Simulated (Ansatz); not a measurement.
Pressure series in hypothetical anti-perovskite Ba3PtC

The reference is Ba3PtC in the anti-perovskite structure (space group Pm-3m, No. 221; a = 5.3857 Å; a hypothetical phase, not in the database extracts checked).

Cell and atoms are relaxed at each pressure.

The values are results of DFT with PBEsol, PAW potentials and a 420 eV plane-wave cutoff in Ansatz (a first-principles code), without spin-orbit coupling, not measurements.

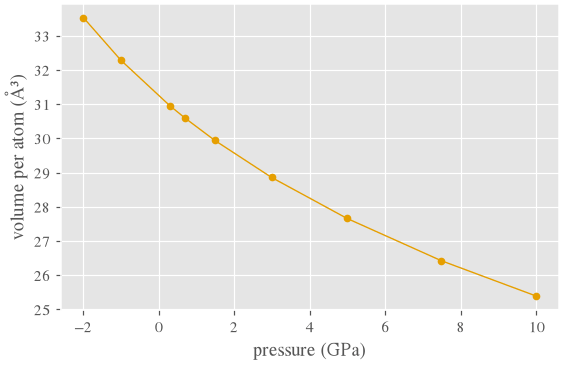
Fig. 1. Volume against pressure

Problem. Estimate the zero-pressure bulk modulus from the plot.

Solution. About 32 GPa; a third-order Birch–Murnaghan fit to the points gives V₀ = 31.24 Å³/atom, B₀ = 32 GPa and B₀′ = 3.9.

Load acts through the strain it causes; cell and atoms are relaxed under it. No phonon test of stability was made. Competing high-pressure phases were not computed. The final runs are not spin-polarised. Ba3PtC has a high density of states at the Fermi level and may be magnetic at this level.
